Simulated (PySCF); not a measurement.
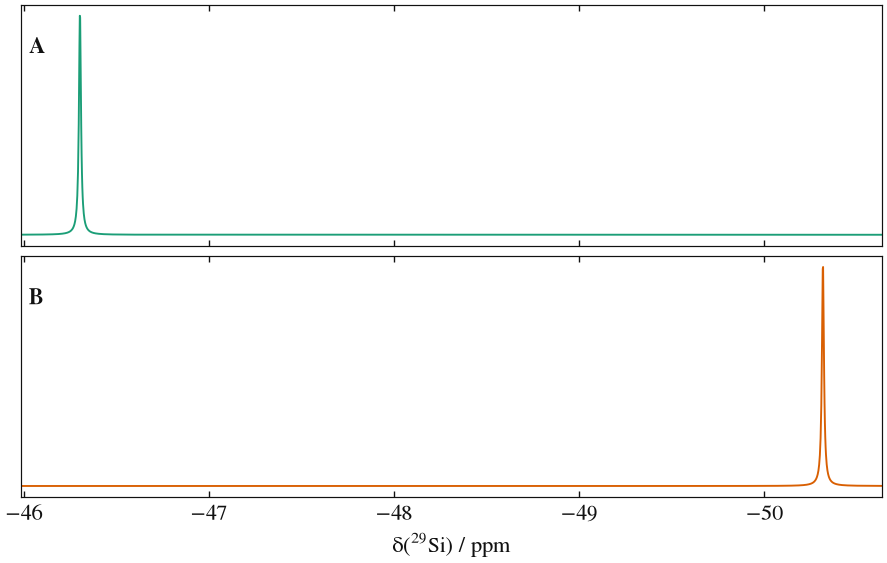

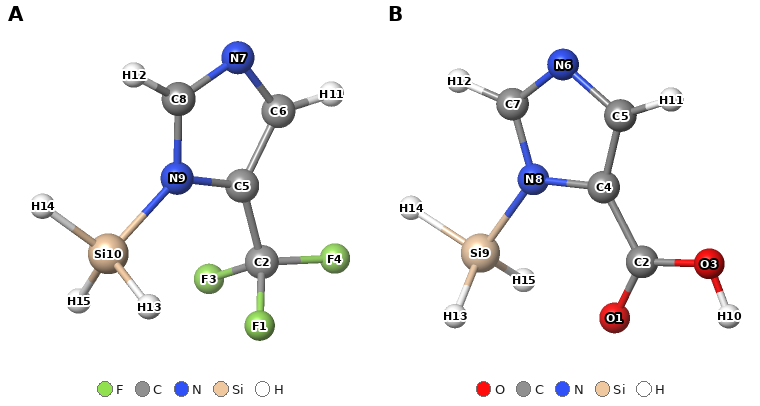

Related molecules: A is C₄H₅F₃N₂Si, SMILES FC(F)(F)c1cncn1[SiH3]; B is C₄H₆N₂O₂Si, SMILES O=C(O)c1cncn1[SiH3]. GIAO ²⁹Si shifts against TMS, PBE0/pcSseg-1 in PySCF, at a PBE0-D3(BJ)/def2-SVP geometry (no frequency check); fully decoupled, line heights follow the number of nuclei within a panel, widths are arbitrary (no quadrupolar broadening); values of one conformer, averaged over methyl-type rotors and exact or near symmetry; other conformers aren't averaged in.

### How does the ²⁹Si shift respond?

From A (−46.3 ppm) to B (−50.3 ppm) the nucleus is shielded by 4.0 ppm.
